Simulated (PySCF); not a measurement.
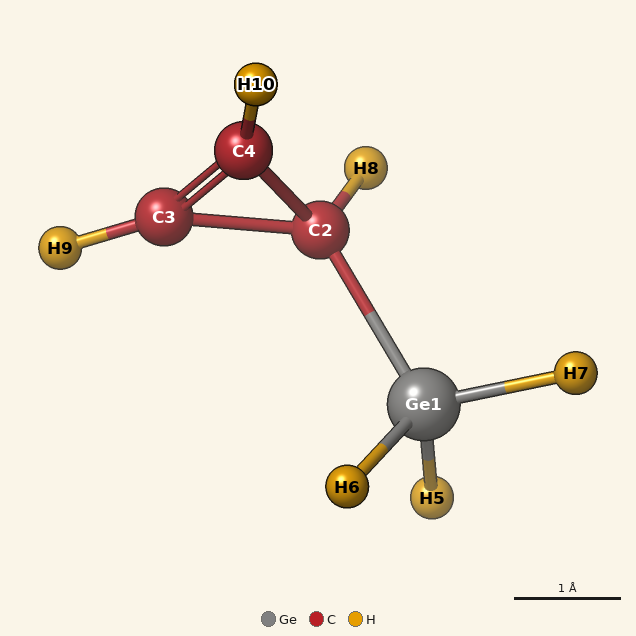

Orthographic view. Atoms fade into the background with distance from the viewer. Computed geometry: PBE0-D3(BJ)/def2-SVP optimisation. No frequency run is at hand to confirm it as a minimum.

Write a Z-matrix (Å, degrees) in the order of the atom numbers, with these reference atoms: 2 to 1; 3 to 2, 1; 4 to 3, 2, 1; 5 to 1, 2, 3; 6 to 1, 5, 2; 7 to 1, 6, 5; 8 to 2, 3, 4; 9 to 3, 4, 2; 10 to 4, 3, 9.

```
Ge 
C    1   1.959
C    2   1.509   1   122.2
C    3   1.295   2    64.6   1   107.3
H    1   1.544   2   111.1   3    92.8
H    1   1.543   5   109.0   2   120.0
H    1   1.544   6   108.9   5  -117.3
H    2   1.105   3   117.6   4  -104.2
H    3   1.087   4   150.5   2   179.3
H    4   1.087   3   150.5   9     0.0
```
